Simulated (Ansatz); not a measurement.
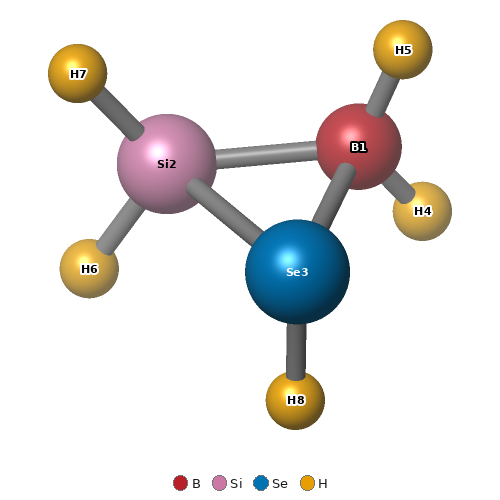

The system is BH₅SeSi; the picture shows the grid point nearest to the relaxed geometry. 
- Two internal coordinates are moved rigidly from the geometry relaxed at PBE0-D4/def2-TZVP, all others fixed.
- Coordinates scanned: (1) bond Se3–H8; (2) angle H5–B1–H4.
- The scan uses a 7 × 7 grid.
- Points are written as (first, second).
- All energies are given in kJ/mol relative to the lowest grid point.
- Computed with RHF-CCSD(T), frozen core/def2-TZVPP (Ansatz 0.2.0).

Its coordinates:

```tsv
atom	x (Å)	y (Å)	z (Å)
B	-0.8158	-0.0539	-0.7960
Si	0.4760	0.9218	0.2937
Se	0.7126	-1.4388	0.0157
H	-1.8827	-0.3472	-0.3496
H	-0.6131	-0.0502	-1.9750
H	0.3648	1.1639	1.7540
H	1.7264	1.5255	-0.2296
H	0.0175	-1.7271	1.3144
```

Range: bond Se3–H8 from 1.322 to 1.763 Å; angle H5–B1–H4 from 91.4 to 151.4°.

Q: What will the energy surface look like?

A: The lowest grid point is at (1.501 Å, 121.4°). The bottom of the well lies between grid points, at about (1.464 Å, 121°), about 1.4 kJ/mol lower on the interpolated surface. No other kind of well shows on this grid. The highest grid point, (1.763 Å, 151.4°), lies 108 kJ/mol above the lowest. Round the minimum the two coordinates are nearly uncoupled.

| angle H5–B1–H4 ↓, bond Se3–H8 → | 1.322 | 1.365 | 1.428 | 1.501 | 1.582 | 1.670 | 1.763 |
| --- | --- | --- | --- | --- | --- | --- | --- |
| 151.4 | 79 | 64 | 52 | 52 | 62 | 82 | 108 |
| 141.4 | 49 | 34 | 23 | 23 | 33 | 53 | 80 |
| 131.4 | 31 | 17 | 6 | 6 | 16 | 36 | 63 |
| 121.4 | 26 | 11 | 0 | 0 | 11 | 31 | 58 |
| 111.4 | 31 | 16 | 6 | 6 | 16 | 36 | 63 |
| 101.4 | 47 | 33 | 22 | 22 | 33 | 53 | 80 |
| 91.4 | 75 | 60 | 49 | 49 | 60 | 80 | 107 |

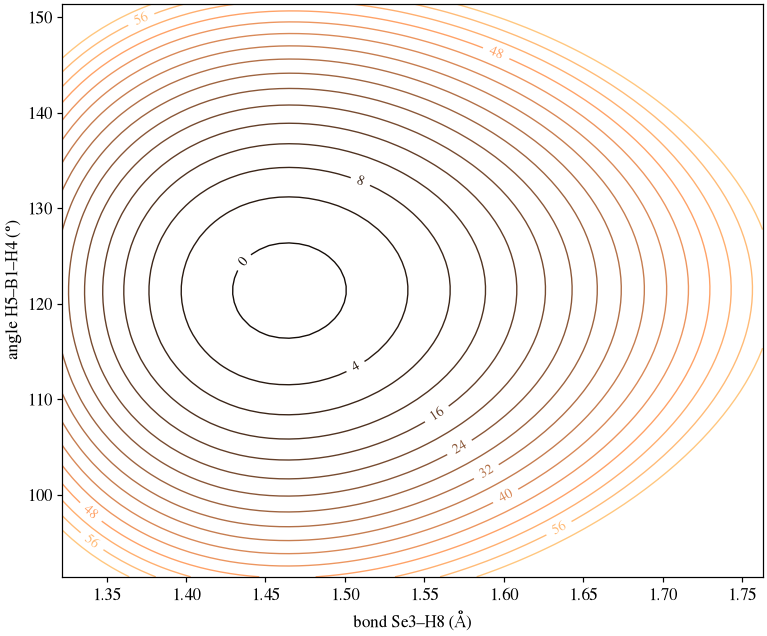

Drawn: contour lines labelled in kJ/mol (none above 60). Between grid points the surface is interpolated.
